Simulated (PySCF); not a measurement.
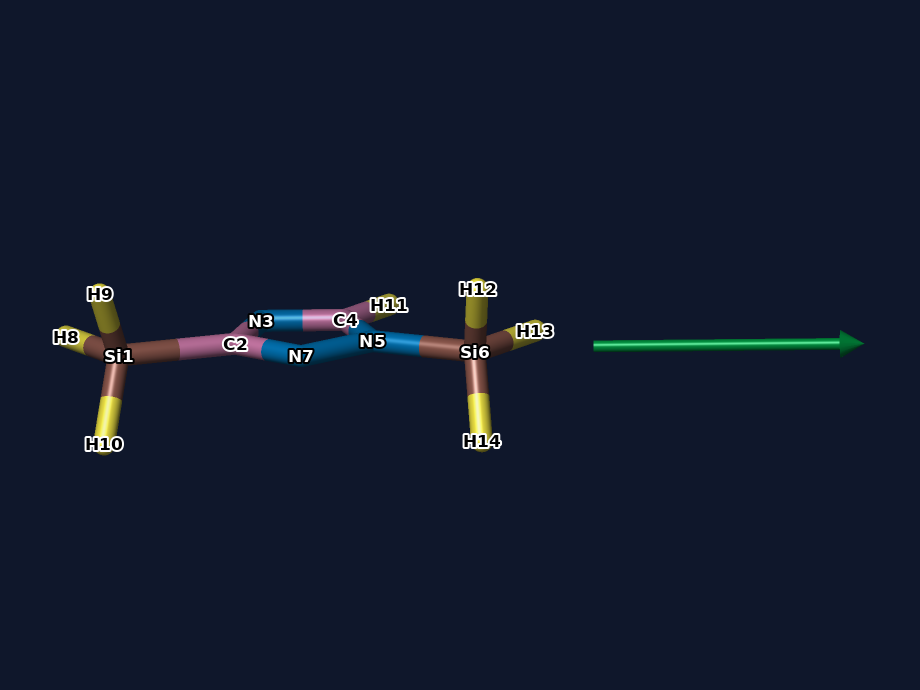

The arrow beside the molecule shows the direction of the dipole moment, from the negative to the positive end (its length means nothing). Computed geometry: GFN2-xTB optimisation. No frequency run is at hand to confirm it as a minimum. Level of theory: B3LYP/def2-SVPD, gas phase (PySCF 2.14.0).

Estimate the dipole moment.

3.07 D; it points from the side of H8 to the side of H13 (the outermost atoms at the two ends).

The geometry is semi-empirical. Around Si such bond lengths and angles can be off by a tenth of an ångström or more and by several degrees, and values that hang on the shape move with them.
